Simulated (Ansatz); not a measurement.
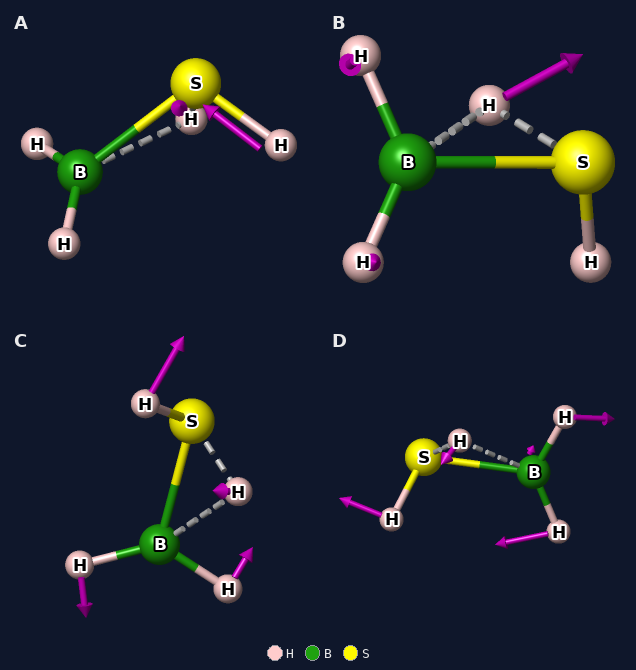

4 normal modes of one molecule or complex, as arrows. Broken sticks mark bonds that form or break. State: neutral, doublet. Harmonic vibrations computed with UKS PBE0-D4/def2-TZVP (Ansatz 0.2.0) at a stationary point of the same level. It is a saddle point of order 1.

Question: Match the panels to the wavenumbers 842i cm⁻¹, 641 cm⁻¹, 862 cm⁻¹, 2417 cm⁻¹.

Answer: A: 2417 cm⁻¹
B: 842i cm⁻¹
C: 641 cm⁻¹
D: 862 cm⁻¹
